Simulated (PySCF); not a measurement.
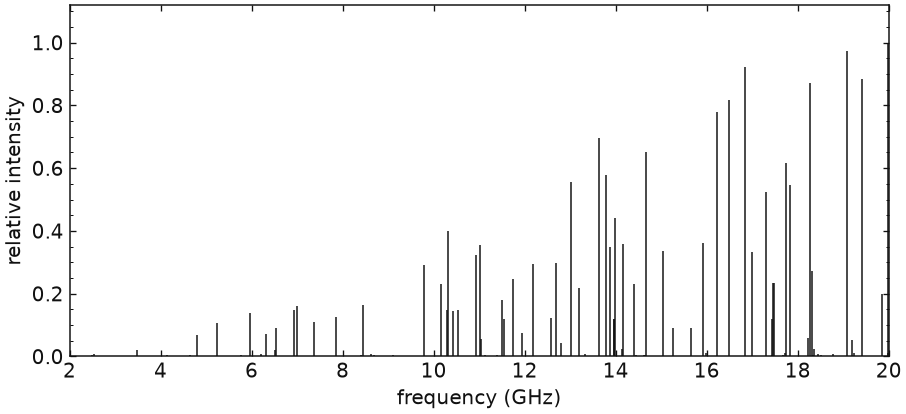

Simulated rotational absorption lines between 2 and 20 GHz at 2 K: rigid rotor with the equilibrium constants and dipole of one optimised conformer (PBE0-D3(BJ)/def2-SVP, PySCF), commonest isotopes; no centrifugal distortion, hyperfine structure, internal rotation or nuclear-spin weights; lines within 1 MHz of each other are summed.

### Which molecule gives this spectrum?
A. C₃H₈BNSi, SMILES CC#CB[SiH2]N
B. C₃H₅BN₂Si, SMILES N#CB(C#N)C[SiH3]
C. C₂H₇NOSi₂, SMILES CO[SiH2][SiH2]C#N
D. C₂H₆O₃Si, SMILES CC(=O)O[SiH2]O

Option D. Rotational constants A, B, C = 6.332, 1.945, 1.530 GHz, |μa|, |μb|, |μc| = 1.75, 1.95, 0.03 D.

Note: coarse grid, loose stop and no frequency check, small forces are noise and the end may be a saddle.
